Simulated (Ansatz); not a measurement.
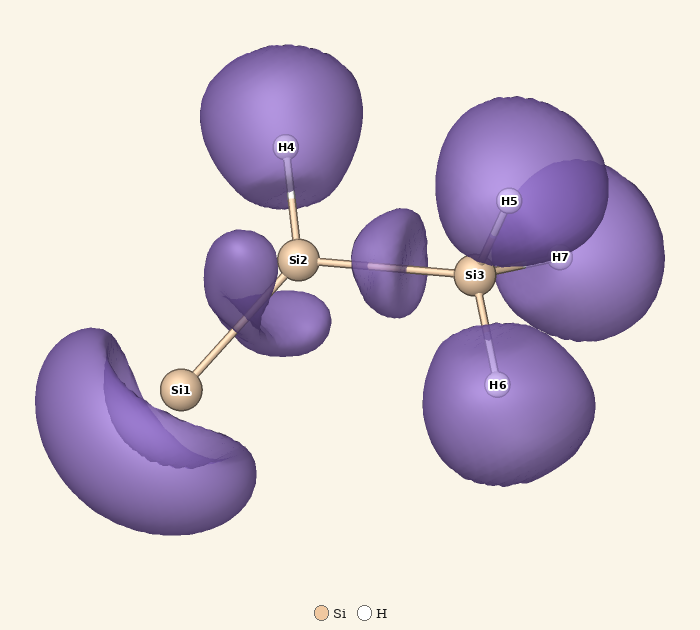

*H4Si3 (SMILES [Si]#[SiH-][SiH3]) (charge −1, doublet). Isosurface of the electron localisation function at 0.85 (purple), seen at a tilt. Only the valence region is drawn (cores and ρ < 0.01 e/Å³ removed).*

Geometry: B3LYP-D3(BJ)/def2-SVPD.

The calculation used Ansatz, isolated molecule in a Gaussian basis; Kohn-Sham density functional theory, functional PBE0.

The calculation's input:

```
crystal:
  periodic: [false, false, false]
  atoms:
    - {symbol: Si, position_ang: [-0.969838, -4.375574, 0.637866]}
    - {symbol: Si, position_ang: [-1.531565, -3.922605, -1.439870]}
    - {symbol: Si, position_ang: [-0.309845, -2.518151, -2.850450]}
    - {symbol: H, position_ang: [-2.717878, -4.409602, -2.248789]}
    - {symbol: H, position_ang: [-1.033412, -1.296773, -3.372781]}
    - {symbol: H, position_ang: [0.902044, -1.969467, -2.153636]}
    - {symbol: H, position_ang: [0.230641, -3.144002, -4.117070]}
basis:
  gaussian: {orbitals: def2-TZVPD}
output: {forces: true, orbitals: {seedname: orbitals}}
magnetization: {spin_polarized: true, initial_magnetization: 1}
hamiltonian: {xc: pbe0}
total_charge: -1
```

Run with:

```sh
ansatz run input.yaml --threads 2 --pin off --max-ram 4350MiB --events-out events.jsonl --progress --plain --runs-dir runs
```

Identify the bonds, lone pairs and shells in this picture.

The surface consists of two regions between bonded Si–Si atoms (shared pairs), four regions around hydrogen nuclei and one lobe on Si, pointing away from the bonds (non-bonding electrons). Profiles from the grid: Si–Si (2.20 Å): the ELF peaks at about 0.90 between the atoms; a covalent bond. Si–H (1.50 Å): the ELF climbs to about 1 towards the hydrogen, as it does in any bond to H.
